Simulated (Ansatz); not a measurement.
Run report: WH₄OF₂, geometry relaxation (part 1 of 2)

System: WH₄OF₂.
Method: RHF/def2-SVP (Ansatz 0.2.0).

The run did not end well. It belongs to a series of runs on one base structure; here: end point B relaxed.

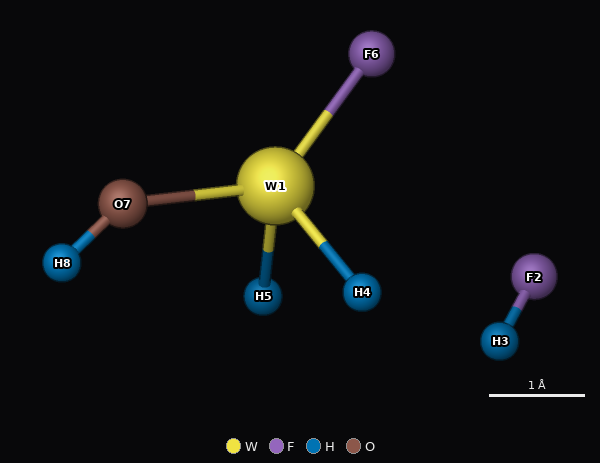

Fig. 1: The input geometry (ball-and-stick view, seen at a tilt; atoms are numbered from 1 in the order of the input). Sticks mark near contacts. Bond lengths as drawn: F–H 0.91 Å, F–W 1.85 Å, H–O 0.95 Å, H–W 1.69 to 1.70 Å and O–W 1.84 Å.

**Input file**
```yaml
crystal:
  periodic: [false, false, false]
  atoms:
    - { symbol: W, position_ang: [0.012442, -0.372524, -0.670949] }
    - { symbol: F, position_ang: [0.857681, -0.175827, 2.258088] }
    - { symbol: H, position_ang: [0.999207, 0.643328, 1.887951] }
    - { symbol: H, position_ang: [1.236458, 0.689442, -0.163592] }
    - { symbol: H, position_ang: [-1.06489, 0.553039, 0.237471] }
    - { symbol: F, position_ang: [0.132023, -2.040645, 0.122398] }
    - { symbol: O, position_ang: [-0.269349, 0.290393, -2.364507] }
    - { symbol: H, position_ang: [-0.436172, 1.075195, -2.864459] }
basis:
  gaussian: { orbitals: def2-SVP }
hamiltonian:
  xc: hf
relax:
  f_tol: 0.03
  max_steps: 50
```

Machine: 1 thread of Arm Neoverse V2, 24 GiB of memory available, shared host.

Launched with:
```bash
ansatz run input.yaml --threads 1 --pin off --max-ram 2048MiB --backend cpu --events-out ev --progress --plain --runs-dir out
```

**What the program printed**
```
The last accepted step is kept in [file] (removed where the run ends without a failure and the disk answers)
Engine: ansatz 0.2.0, aarch64-unknown-linux-gnu
Functional definition: HF
  exchange = exact_x
  correlation = 0
988 factors; integrals over basis functions are off by at most 4.1e-4 eV
mean field evaluation 1: about -9308.3756 eV, gradient 4.5e1 eV
mean field evaluation 2: about -9308.5403 eV, gradient 4.5e1 eV
mean field evaluation 4: about -9312.5518 eV, gradient 4.2e0 eV
mean field evaluation 8: about -9312.6427 eV, gradient 5.9e-1 eV
mean field evaluation 16: about -9299.5639 eV, gradient 3.7e1 eV
mean field evaluation 32: about -9298.0460 eV, gradient 5.7e1 eV
mean field -9312.64857065 eV, -342.2335226316 hartree, gradient 5.8e-5 eV, S^2 0.000000; 0 other end points of the search recorded, 0 dependent functions left out
the calculation of the forces begins
reference -9312.64857065 eV, -342.2335226316 hartree; 22, 22 occupied and 72, 72 virtual orbitals, 988 factors
relax step   1: F+E_penalty+E_count = -9312.64857065 eV  Δ(F+E_penalty+E_count) = +0.000e0 eV  max|allowed force component| = 3.288e-1 eV/Å  Δτ_max = 0.0000 Å  (101 SCF iters, accepted)
these checks for a lower state are left out or cut short: starts, cluster_reference, orbital_swaps, neighbouring_geometries, increment
988 factors; integrals over basis functions are off by at most 2.9e-4 eV
mean field evaluation 64: about -9312.6699 eV, gradient 2.0e-5 eV
mean field -9312.66990181 eV, -342.2343065372 hartree, gradient 1.2e-5 eV, S^2 0.000000; 0 other end points of the search recorded, 0 dependent functions left out
[... from here on the field's lines of each further geometry are left out, up to the last ...]
relax step   2: F+E_penalty+E_count = -9312.66990181 eV  Δ(F+E_penalty+E_count) = -2.133e-2 eV  max|allowed force component| = 1.750e-1 eV/Å  Δτ_max = 0.1904 Å  (63 SCF iters, accepted)
relax step   3: F+E_penalty+E_count = -9312.60748834 eV  Δ(F+E_penalty+E_count) = +6.241e-2 eV  max|allowed force component| = 1.117e0 eV/Å  Δτ_max = 0.2000 Å  (62 SCF iters, rejected (line search))
relax step   4: F+E_penalty+E_count = -9312.67688947 eV  Δ(F+E_penalty+E_count) = -6.988e-3 eV  max|allowed force component| = 4.349e-1 eV/Å  Δτ_max = 0.0988 Å  (57 SCF iters, accepted)
relax step   5: F+E_penalty+E_count = -9312.68331174 eV  Δ(F+E_penalty+E_count) = -6.422e-3 eV  max|allowed force component| = 1.828e-1 eV/Å  Δτ_max = 0.0973 Å  (60 SCF iters, accepted)
relax step   6: F+E_penalty+E_count = -9312.69405031 eV  Δ(F+E_penalty+E_count) = -1.074e-2 eV  max|allowed force component| = 1.597e-1 eV/Å  Δτ_max = 0.1303 Å  (59 SCF iters, accepted)
relax step   7: F+E_penalty+E_count = -9312.65963850 eV  Δ(F+E_penalty+E_count) = +3.441e-2 eV  max|allowed force component| = 1.859e0 eV/Å  Δτ_max = 0.1951 Å  (57 SCF iters, rejected (line search))
relax step   8: F+E_penalty+E_count = -9312.70747624 eV  Δ(F+E_penalty+E_count) = -1.343e-2 eV  max|allowed force component| = 1.721e-1 eV/Å  Δτ_max = 0.0972 Å  (59 SCF iters, accepted)
relax step   9: F+E_penalty+E_count = -9312.72135671 eV  Δ(F+E_penalty+E_count) = -1.388e-2 eV  max|allowed force component| = 6.426e-1 eV/Å  Δτ_max = 0.1000 Å  (64 SCF iters, accepted)
relax step  10: F+E_penalty+E_count = -9312.64098525 eV  Δ(F+E_penalty+E_count) = +8.037e-2 eV  max|allowed force component| = 2.967e0 eV/Å  Δτ_max = 0.1437 Å  (56 SCF iters, rejected (line search))
relax step  11: F+E_penalty+E_count = -9312.74008384 eV  Δ(F+E_penalty+E_count) = -1.873e-2 eV  max|allowed force component| = 3.222e-1 eV/Å  Δτ_max = 0.0719 Å  (59 SCF iters, accepted)
relax step  12: F+E_penalty+E_count = -9312.74857797 eV  Δ(F+E_penalty+E_count) = -8.494e-3 eV  max|allowed force component| = 2.582e-1 eV/Å  Δτ_max = 0.0721 Å  (58 SCF iters, accepted)
relax step  13: F+E_penalty+E_count = -9312.75035515 eV  Δ(F+E_penalty+E_count) = -1.777e-3 eV  max|allowed force component| = 3.205e-1 eV/Å  Δτ_max = 0.1124 Å  (61 SCF iters, accepted)
relax step  14: F+E_penalty+E_count = -9312.75227941 eV  Δ(F+E_penalty+E_count) = -1.924e-3 eV  max|allowed force component| = 3.115e-1 eV/Å  Δτ_max = 0.1002 Å  (60 SCF iters, accepted)
relax step  15: F+E_penalty+E_count = -9312.73421704 eV  Δ(F+E_penalty+E_count) = +1.806e-2 eV  max|allowed force component| = 1.436e0 eV/Å  Δτ_max = 0.0991 Å  (58 SCF iters, rejected (line search))
relax step  16: F+E_penalty+E_count = -9312.75835919 eV  Δ(F+E_penalty+E_count) = -6.080e-3 eV  max|allowed force component| = 1.235e-1 eV/Å  Δτ_max = 0.0496 Å  (59 SCF iters, accepted)
relax step  17: F+E_penalty+E_count = -9312.76049624 eV  Δ(F+E_penalty+E_count) = -2.137e-3 eV  max|allowed force component| = 1.451e-1 eV/Å  Δτ_max = 0.0485 Å  (58 SCF iters, accepted)
relax step  18: F+E_penalty+E_count = -9312.76109331 eV  Δ(F+E_penalty+E_count) = -5.971e-4 eV  max|allowed force component| = 1.608e-1 eV/Å  Δτ_max = 0.0201 Å  (58 SCF iters, accepted)
relax step  19: F+E_penalty+E_count = -9312.75593488 eV  Δ(F+E_penalty+E_count) = +5.158e-3 eV  max|allowed force component| = 1.001e0 eV/Å  Δτ_max = 0.1430 Å  (61 SCF iters, rejected (line search))
relax step  20: F+E_penalty+E_count = -9312.76234628 eV  Δ(F+E_penalty+E_count) = -1.253e-3 eV  max|allowed force component| = 8.078e-2 eV/Å  Δτ_max = 0.0525 Å  (62 SCF iters, accepted)
relax step  21: F+E_penalty+E_count = -9312.76213950 eV  Δ(F+E_penalty+E_count) = +2.068e-4 eV  max|allowed force component| = 5.227e-1 eV/Å  Δτ_max = 0.0971 Å  (60 SCF iters, rejected (line search))
relax step  22: F+E_penalty+E_count = -9312.76342234 eV  Δ(F+E_penalty+E_count) = -1.076e-3 eV  max|allowed force component| = 5.986e-2 eV/Å  Δτ_max = 0.0486 Å  (58 SCF iters, accepted)
relax step  23: F+E_penalty+E_count = -9312.76418556 eV  Δ(F+E_penalty+E_count) = -7.632e-4 eV  max|allowed force component| = 1.466e-1 eV/Å  Δτ_max = 0.0497 Å  (58 SCF iters, accepted)
relax step  24: F+E_penalty+E_count = -9312.76533000 eV  Δ(F+E_penalty+E_count) = -1.144e-3 eV  max|allowed force component| = 2.589e-1 eV/Å  Δτ_max = 0.0731 Å  (61 SCF iters, accepted)
relax step  25: F+E_penalty+E_count = -9312.76491996 eV  Δ(F+E_penalty+E_count) = +4.100e-4 eV  max|allowed force component| = 5.417e-1 eV/Å  Δτ_max = 0.1098 Å  (60 SCF iters, rejected (line search))
relax step  26: F+E_penalty+E_count = -9312.76697638 eV  Δ(F+E_penalty+E_count) = -1.646e-3 eV  max|allowed force component| = 4.184e-2 eV/Å  Δτ_max = 0.0549 Å  (61 SCF iters, accepted)
relax step  27: F+E_penalty+E_count = -9312.76793306 eV  Δ(F+E_penalty+E_count) = -9.567e-4 eV  max|allowed force component| = 8.982e-2 eV/Å  Δτ_max = 0.0547 Å  (57 SCF iters, accepted)
relax step  28: F+E_penalty+E_count = -9312.76826107 eV  Δ(F+E_penalty+E_count) = -3.280e-4 eV  max|allowed force component| = 3.492e-1 eV/Å  Δτ_max = 0.0823 Å  (61 SCF iters, accepted)
relax step  29: F+E_penalty+E_count = -9312.76969530 eV  Δ(F+E_penalty+E_count) = -1.434e-3 eV  max|allowed force component| = 1.778e-1 eV/Å  Δτ_max = 0.0521 Å  (59 SCF iters, accepted)
relax step  30: F+E_penalty+E_count = -9312.76928849 eV  Δ(F+E_penalty+E_count) = +4.068e-4 eV  max|allowed force component| = 1.434e-1 eV/Å  Δτ_max = 0.1861 Å  (60 SCF iters, rejected (line search))
relax step  31: F+E_penalty+E_count = -9312.77110412 eV  Δ(F+E_penalty+E_count) = -1.409e-3 eV  max|allowed force component| = 7.739e-2 eV/Å  Δτ_max = 0.0908 Å  (62 SCF iters, accepted)
relax step  32: F+E_penalty+E_count = -9312.77245259 eV  Δ(F+E_penalty+E_count) = -1.348e-3 eV  max|allowed force component| = 9.077e-2 eV/Å  Δτ_max = 0.0936 Å  (60 SCF iters, accepted)
relax step  33: F+E_penalty+E_count = -9312.76938509 eV  Δ(F+E_penalty+E_count) = +3.068e-3 eV  max|allowed force component| = 6.022e-1 eV/Å  Δτ_max = 0.1388 Å  (76 SCF iters, rejected (line search))
relax step  34: F+E_penalty+E_count = -9312.77305763 eV  Δ(F+E_penalty+E_count) = -6.050e-4 eV  max|allowed force component| = 3.174e-2 eV/Å  Δτ_max = 0.0313 Å  (57 SCF iters, accepted)
relax step  35: F+E_penalty+E_count = -9312.77390379 eV  Δ(F+E_penalty+E_count) = -8.462e-4 eV  max|allowed force component| = 1.507e-1 eV/Å  Δτ_max = 0.0692 Å  (61 SCF iters, accepted)
relax step  36: F+E_penalty+E_count = -9312.77346640 eV  Δ(F+E_penalty+E_count) = +4.374e-4 eV  max|allowed force component| = 3.207e-1 eV/Å  Δτ_max = 0.0637 Å  (58 SCF iters, rejected (line search))
relax step  37: F+E_penalty+E_count = -9312.77446866 eV  Δ(F+E_penalty+E_count) = -5.649e-4 eV  max|allowed force component| = 3.206e-2 eV/Å  Δτ_max = 0.0298 Å  (60 SCF iters, accepted)
relax step  38: F+E_penalty+E_count = -9312.77503062 eV  Δ(F+E_penalty+E_count) = -5.620e-4 eV  max|allowed force component| = 8.567e-2 eV/Å  Δτ_max = 0.0521 Å  (70 SCF iters, accepted)
relax step  39: F+E_penalty+E_count = -9312.77550632 eV  Δ(F+E_penalty+E_count) = -4.757e-4 eV  max|allowed force component| = 1.935e-1 eV/Å  Δτ_max = 0.0781 Å  (64 SCF iters, accepted)
relax step  40: F+E_penalty+E_count = -9312.77628515 eV  Δ(F+E_penalty+E_count) = -7.788e-4 eV  max|allowed force component| = 1.063e-1 eV/Å  Δτ_max = 0.0369 Å  (59 SCF iters, accepted)
relax step  41: F+E_penalty+E_count = -9312.77730736 eV  Δ(F+E_penalty+E_count) = -1.022e-3 eV  max|allowed force component| = 8.867e-2 eV/Å  Δτ_max = 0.1307 Å  (78 SCF iters, accepted)
relax step  42: F+E_penalty+E_count = -9312.74272011 eV  Δ(F+E_penalty+E_count) = +3.459e-2 eV  max|allowed force component| = 1.788e0 eV/Å  Δτ_max = 0.1951 Å  (59 SCF iters, rejected (line search))
relax step  43: F+E_penalty+E_count = -9312.77820692 eV  Δ(F+E_penalty+E_count) = -8.996e-4 eV  max|allowed force component| = 4.359e-2 eV/Å  Δτ_max = 0.0434 Å  (59 SCF iters, accepted)
relax step  44: F+E_penalty+E_count = -9312.77759721 eV  Δ(F+E_penalty+E_count) = +6.097e-4 eV  max|allowed force component| = 4.310e-1 eV/Å  Δτ_max = 0.0976 Å  (75 SCF iters, rejected (line search))
relax step  45: F+E_penalty+E_count = -9312.77932672 eV  Δ(F+E_penalty+E_count) = -1.120e-3 eV  max|allowed force component| = 2.436e-2 eV/Å  Δτ_max = 0.0487 Å  (59 SCF iters, accepted)
relax step  46: F+E_penalty+E_count = -9312.77981752 eV  Δ(F+E_penalty+E_count) = -4.908e-4 eV  max|allowed force component| = 1.078e-1 eV/Å  Δτ_max = 0.0488 Å  (60 SCF iters, accepted)
relax step  47: F+E_penalty+E_count = -9312.78004175 eV  Δ(F+E_penalty+E_count) = -2.242e-4 eV  max|allowed force component| = 1.987e-1 eV/Å  Δτ_max = 0.0456 Å  (62 SCF iters, accepted)
relax step  48: F+E_penalty+E_count = -9312.77988766 eV  Δ(F+E_penalty+E_count) = +1.541e-4 eV  max|allowed force component| = 4.570e-1 eV/Å  Δτ_max = 0.1092 Å  (77 SCF iters, rejected (line search))
the calculation of the forces begins
reference -9312.78086939 eV, -342.2383845205 hartree; 22, 22 occupied and 72, 72 virtual orbitals, 986 factors
relax step  49: F+E_penalty+E_count = -9312.78086939 eV  Δ(F+E_penalty+E_count) = -8.276e-4 eV  max|allowed force component| = 8.518e-2 eV/Å  Δτ_max = 0.0290 Å  (64 SCF iters, accepted)
these checks for a lower state are left out or cut short: starts, cluster_reference, orbital_swaps, neighbouring_geometries, increment
986 factors; integrals over basis functions are off by at most 3.2e-4 eV
mean field -9312.78129819 eV, -342.2384002786 hartree, gradient 2.7e-5 eV, S^2 0.000000; 0 other end points of the search recorded, 0 dependent functions left out
the calculation of the forces begins
reference -9312.78129819 eV, -342.2384002786 hartree; 22, 22 occupied and 72, 72 virtual orbitals, 986 factors
relax step  50: F+E_penalty+E_count = -9312.78129819 eV  Δ(F+E_penalty+E_count) = -4.288e-4 eV  max|allowed force component| = 1.373e-1 eV/Å  Δτ_max = 0.0546 Å  (72 SCF iters, accepted)
```

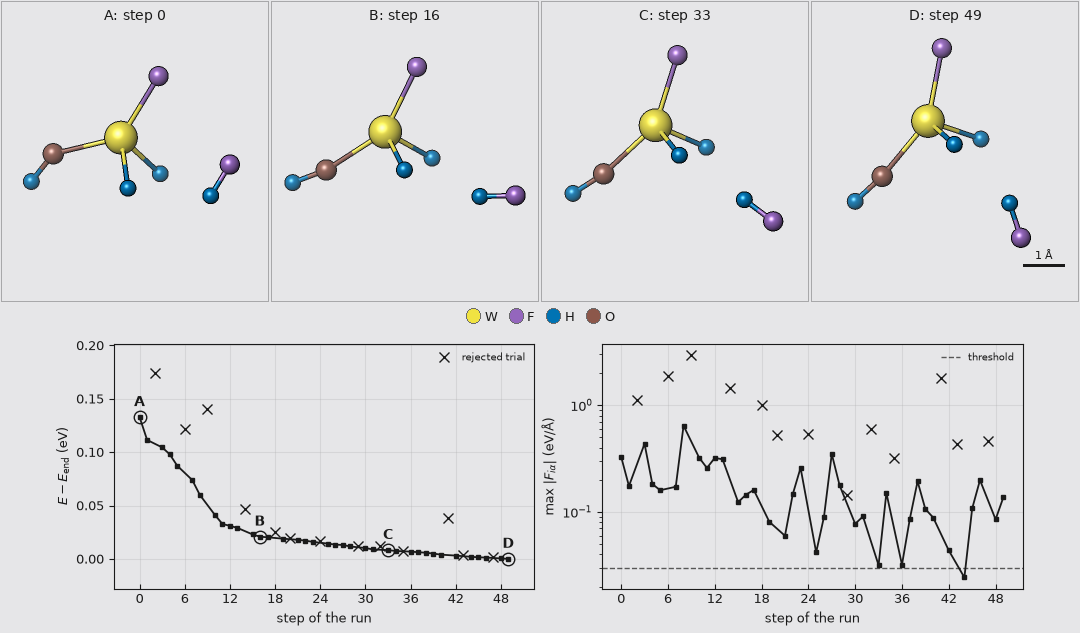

Fig. 2: Frames of the relaxation (ball-and-stick view, seen at a tilt) above the curves, on which the letters mark them (the first geometry is step 0 here and step 1 in the log).

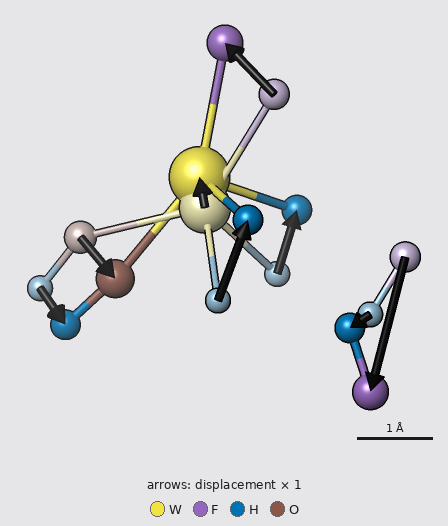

Fig. 3: Start (faint) and end (solid) with the displacements as black arrows, at true length (ball-and-stick view, seen at a tilt). The two geometries are laid on each other by the best rigid fit. The relaxation stopped without meeting its thresholds, so the last structure isn't shown to be converged. The energy falls by 0.133 eV in 49 geometry steps. The largest force component goes from 0.33 to 0.14 eV/Å. The line search rejected the trial steps at points 2, 6, 9, 14, 18, 20, 24, 29 and more (counted from 0) and went back. The atom that moves furthest after the best rigid fit is F2 (1.88 Å). Largest moves by element: F 1.88 Å, H 1.18 Å, O 0.75 Å, W 0.43 Å. Among the contacts that change: W1–O7 1.840 → 1.828 Å, W1–H4 1.698 → 1.688 Å, W1–H5 1.686 → 1.679 Å. Among the angles that change: W1–O7–H8 144.4° → 172.5°, F6–W1–O7 136.8° → 150.8°, H4–W1–F6 112.9° → 100.1°. (Atoms are counted from 1 in the order of the input.)
